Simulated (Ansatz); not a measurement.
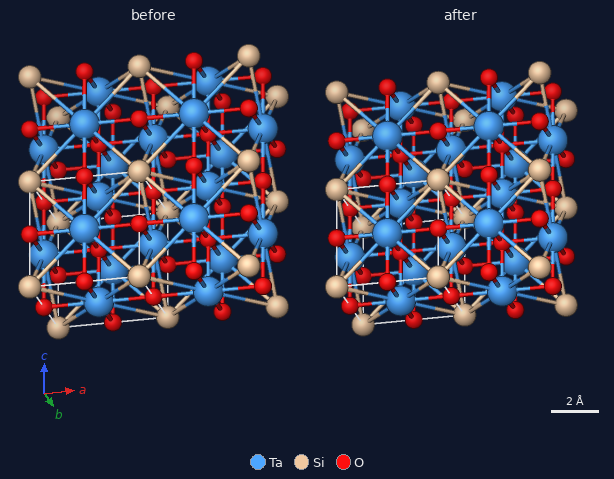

The structure of a crystal of Ta₃SiO₄ (a generated structure, set up in Pm-3m) (coarse preliminary run) before (left) and after (right) a relaxation, at one scale.

The picture is a ball-and-stick view of the cell of the calculation, repeated 2 × 1 × 2 with one cell outlined, seen from a free direction.

The calculation used DFT PBE, scalar-relativistic, plane waves, PAW in Ansatz 0.2.0. Settings: plane-wave cutoff 420 eV; k-point mesh 4 × 4 × 4; occupations gaussian; smearing width 0.1 eV; collinear spin; cell and atoms relaxed; force threshold 0.04 eV/Å; at most 70 steps.

### What changed between the two?

After 3 accepted moves (4 points after the start) the energy has fallen by 2.461 eV per cell of the calculation. All forces vanish by symmetry, so only the cell relaxes. The pressure goes from −26.78 to −0.25 GPa. At 1 point the geometry stayed and the basis and grid were re-selected for the new cell (energy shift of 22.0 meV per cell of the calculation at most each time). The atoms keep their places relative to the cell (all moves are under 0.005 Å). The volume changes by −20.5 %, with a = b = c 4.873 → 4.515 Å (−7.3 %). Near-neighbour distances that change, for instance: Ta–Ta 3.446 → 3.193 Å, Si–Ta 3.446 → 3.193 Å, O–Ta 2.437 → 2.258 Å. The space group stays Pm-3m (No. 221). The program noted that the starting moments weren't kept. The run took 120 s on 1 thread of Arm Neoverse N1, on a shared host, peak memory 0.43 GiB.
